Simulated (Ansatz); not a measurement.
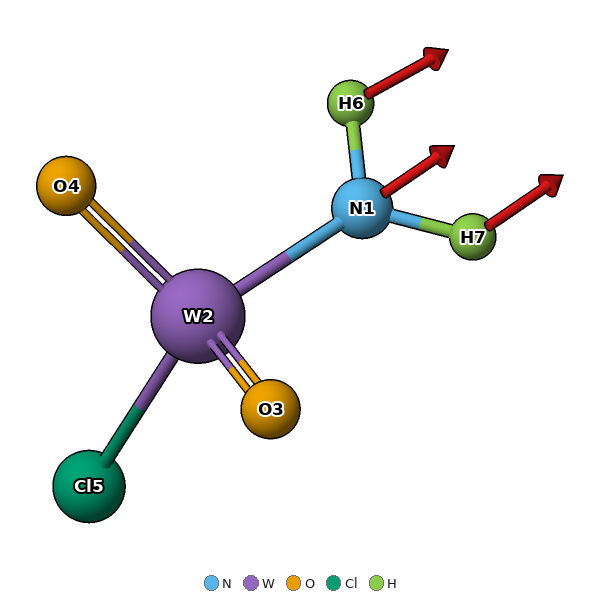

The arrows show one normal mode. Charge 0, singlet. Harmonic vibrations computed with RKS PBE0-D4/def2-TZVP, core potentials on W (Ansatz 0.2.0) at a stationary point of the same level.

### Estimate its harmonic wavenumber.

730 cm⁻¹; it is mode 10 of 15 counted from the lowest.
